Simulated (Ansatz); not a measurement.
**Fields on a plane of BN (zinc blende)**

```yaml
crystal:
  lattice:
    - [0.00000, 1.80285, 1.80285]
    - [1.80285, 0.00000, 1.80285]
    - [1.80285, 1.80285, 0.00000]
  atoms:
    - { symbol: N, position: [0.75000, 0.75000, 0.75000] }
    - { symbol: B, position: [0.00000, 0.00000, 0.00000] }
```

The slice is a {110} plane (indices of the conventional cell) through the point (0.750, 0.750, 0.750) (fractional), spanned by u = [100] and v = [1 -1 -1] in vectors of this cell: u (2.55 Å) and v (3.61 Å, at 90° to u). It covers one period; positions are fractions (u, v).

Atoms on it: N at (0.00, 0.00); B at (0.50, 0.75).

Computed with PBEsol (plane waves to 420 eV, PAW, scalar-relativistic; Ansatz, a first-principles code). k mesh 16×16×16. Inside the PAW spheres the values are not all-electron values, and peaks at nuclei hang on which shells count as valence. BN was relaxed with its symmetry unable to fall.

```
|xxxxxxxxxx0000000000000000xxxxxxxx|
|xxxxxxxxxx0000xxxxxxxx0000xxxxxxxx|
|xxxxxxxx00xxxxxxxxxxxxxxxx00xxxxxx|
|xxxxxx0000xxxxxxxxxxxxxxxx0000xxxx|
|00000000xxxxxxxxxxxxxxxxxxxx000000|
|55443300xxxxxxxxxxxxxxxxxxxx003344|
|66664400xxxxxxxxxxxxxxxxxxxx004466|
|7777552200xxxxxxxxxxxxxxxx00225577|
|7777663300xxxxxxxxxxxxxxxx00336677|
|88777755220000xxxxxxxx000022556677|
|8888776655330000000000003355667788|
|8888887766554433333333445566778888|
|8888888888777766666666777788888888|
|8888888888888888888888888888888888|
|7788888888999999999999999988888888|
|7777778888999999999999999988887777|
|6666778888999999999999999988887766|
|5555667788889999999999998888776655|
|0000225566889999999999998877552200|
|xxxxxx004477889999999988774400xxxx|
|xxxxxxxx00557788999988775500xxxxxx|
|xxxxxxxxxx2266778888776622xxxxxxxx|
|xxxxxxxxxx0055556666555500xxxxxxxx|
|xxxxxxxxxx0022333333332200xxxxxxxx|
```
Scale: ten equal steps from 4.00 (start of '0') to 12.38 (end of '9'), in the order '0123456789'. Values: electrostatic potential energy of an electron, from the cell's mean, in eV. The map has 17 points along u (two characters each, u = 0 at the left) and 24 along v (v = 0 in the bottom row). Points within 0.7 Å of a nucleus are blanked (x), as the pseudised field means little there. Values under 4 eV are set to 4. The zero, the cell's mean, hangs on the PAW cores.

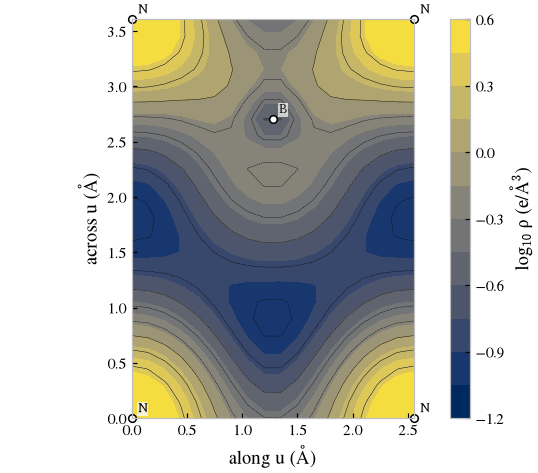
*Log₁₀ of the valence density in e/Å³, one period of the plane, atoms marked. The scale is logarithmic, as a density can span decades between atoms and voids.*

| Item | Result |
|---|---|
| Density on the N–B line (1.56 Å) at its midpoint | 1.43 e/Å³ |
| ELF at that point | 0.9 |
| ELF maximum in the middle third of the N–B line | 0.93, 0.8 Å from N |
